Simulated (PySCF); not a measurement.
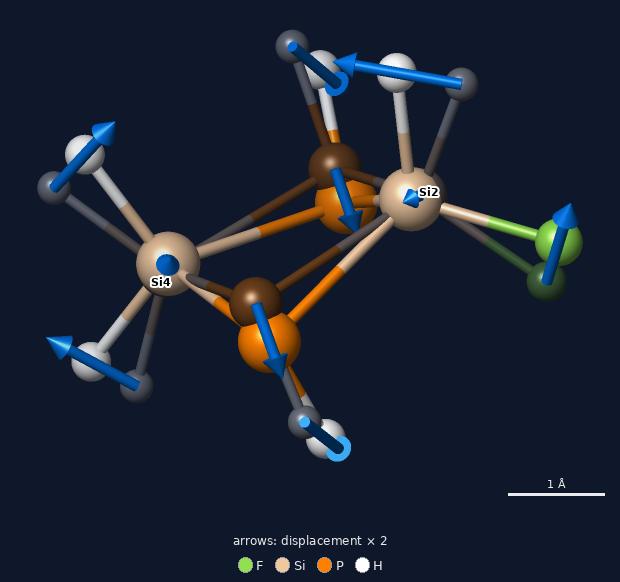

This is a relaxation of Si2P2H5F. The starting structure is drawn faded, the final one solid; blue arrows show the displacements, 2 times their true length. The two geometries are superimposed by the best rigid fit.

A ball-and-stick model, seen at a tilt.

The start comes from GFN2-xTB.

These are results of PBE0-D3(BJ)/def2-SVP geometry optimisation, gas phase in PySCF 2.14.0, density-fitted response routines, not measurements. 

> What happened in the run?

The atom that moves furthest after the best rigid fit is an H atom (0.69 Å). Largest moves by element: H 0.69 Å, F 0.56 Å, P 0.42 Å, Si 0.16 Å. Some distances before and after: H–P 1.384 → 1.428 Å, H–Si 1.453 → 1.490 Å, P–Si 2.274 → 2.287 Å, F–Si 1.614 → 1.626 Å. Among the angles between lasting bonds that change: Si–P–H 95.1° → 89.3°, Si–P–Si 82.5° → 76.8°, Si–P–Si 82.6° → 77.2°. Groups turn about P–Si by about 30°, P–Si by about 25°, P–Si by about 25°. After 14 geometry steps the energy has fallen by 0.171 eV. Largest force component: 1 eV/Å at the start, 0.01 eV/Å at the end. The run took of the order of 50 core-seconds on a shared host.
